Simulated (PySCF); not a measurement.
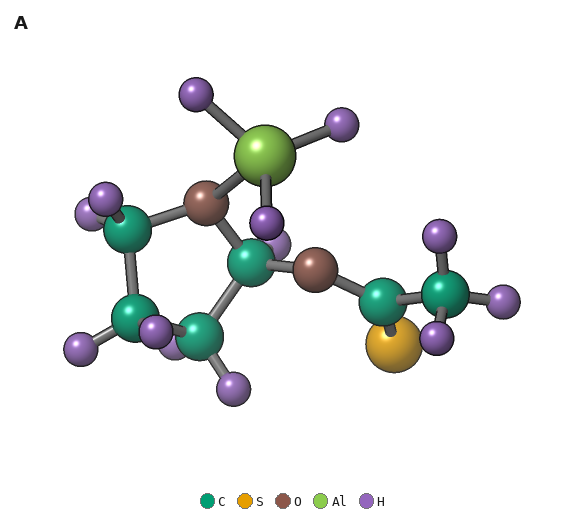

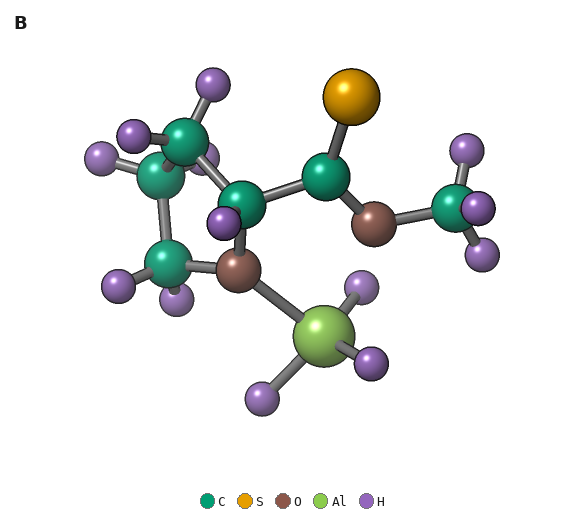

2 stationary structures of one formula. Geometries: GFN2-xTB. Electronic energies: PBE0/pcSseg-1 (PySCF 2.14.0), without zero-point energy. No frequency run is at hand to confirm each as a minimum. Each is one conformer, not always the lowest.

Question: Which structure is the most stable?

Answer: A is lowest; B lies 0.355 eV above it. A is `CC(=S)O[C@H]1CCC[O+]1[AlH3-]`, B is `COC(=S)[C@H]1CCC[O+]1[AlH3-]`.

The geometry is semi-empirical. Around Al such bond lengths and angles can be off by a tenth of an ångström or more and by several degrees, and values that hang on the shape move with them.
